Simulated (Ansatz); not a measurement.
**GeH4O···HCl: density, localisation and related maps**

```xyz
8

Ge   -0.3126    0.2868   -0.2114
O    -0.1833   -0.5585    1.3530
H    -0.9246   -0.5089    1.9378
H     1.0252    0.0366   -0.8979
H    -0.5518    1.7782    0.0484
H    -1.4819   -0.3080   -1.0038
Cl    2.2459   -2.3949    2.4825
H     1.2838   -1.6628    2.0491
```

All numbers below come from RHF/def2-SVP (Ansatz).

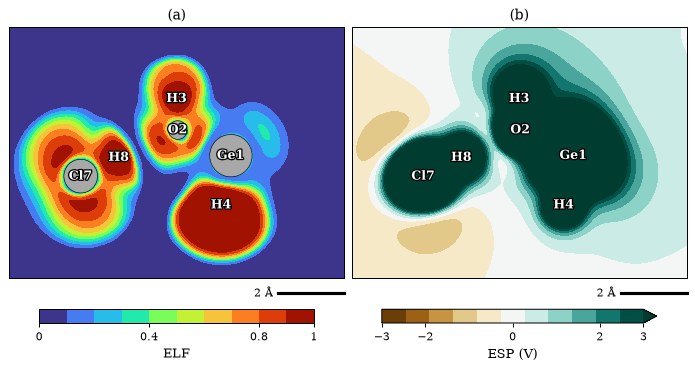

Figure 1. (a) ELF; (b) electrostatic potential on the plane of atoms Ge1, O2 and H3. Grey discs cover the atomic cores in the ELF map.

What do the fields say about this system?

The section cuts through Ge, O, H and Cl sites.
O2···H8 (1.96 Å): the ELF dips to about 0.10 between them.
Ge–O (1.78 Å): the ELF peaks at about 0.85 in the valence shell of O, 0.6 Å from its nucleus, and is about 0.35 at the midpoint.
O–H (0.95 Å): the ELF climbs to about 1 towards the hydrogen, as it does in any bond to H (an ordinary covalent bond to hydrogen).
Cl–H (1.28 Å): the ELF climbs to about 1 towards the hydrogen; a covalent bond by its length.
Ge–H (1.52 Å): the ELF climbs to about 1 towards the hydrogen.
The ELF also peaks beside Cl7, away from the bonds: lone-pair regions.
Outside the dense part of the complex the potential is most negative (−1.2 V) near Cl7.

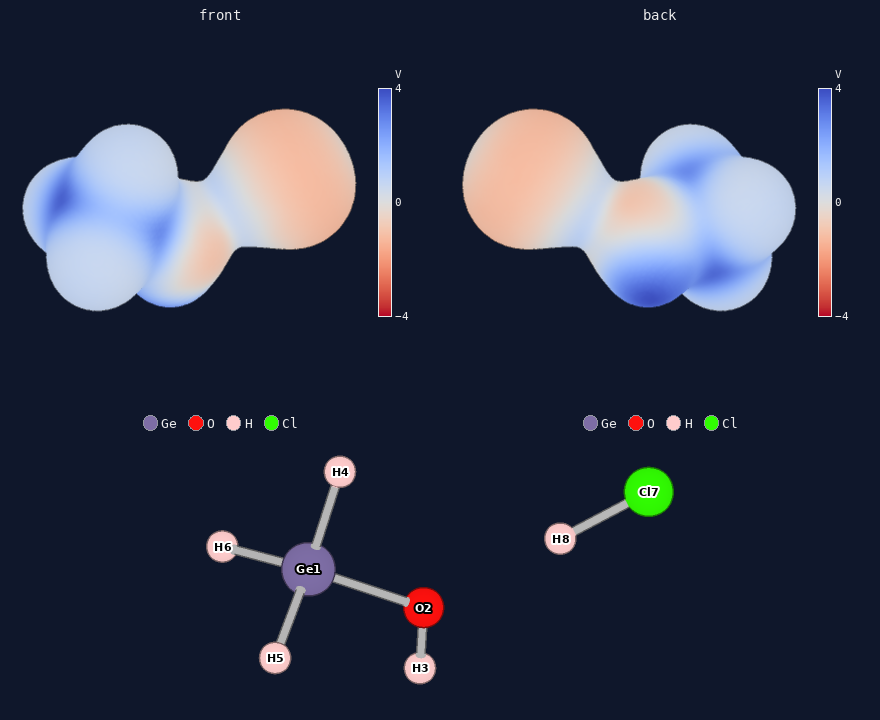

Figure 2. The electrostatic potential painted on the density surface at 0.004 e/bohr³, seen from the front and from behind; the colour scale runs from red (negative) to blue (positive). The bare structure is drawn below in the same view.

Where is the surface potential most negative and most positive?

The most negative region (about −1.2 V) lies over Cl7, the most positive (about +3.6 V) over H3.

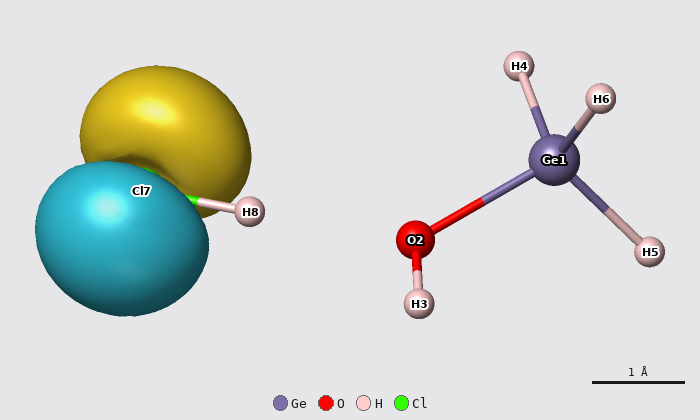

Figure 3. The HOMO−1 at ±0.2 Å⁻³ᐟ² (yellow and cyan are the two phases), seen at an oblique angle.

What is the character of this orbital?

By Hirshfeld shares it lies mainly on Cl7 (about 95 %); largely a lone pair of Cl7. Its energy is −11.80 eV.
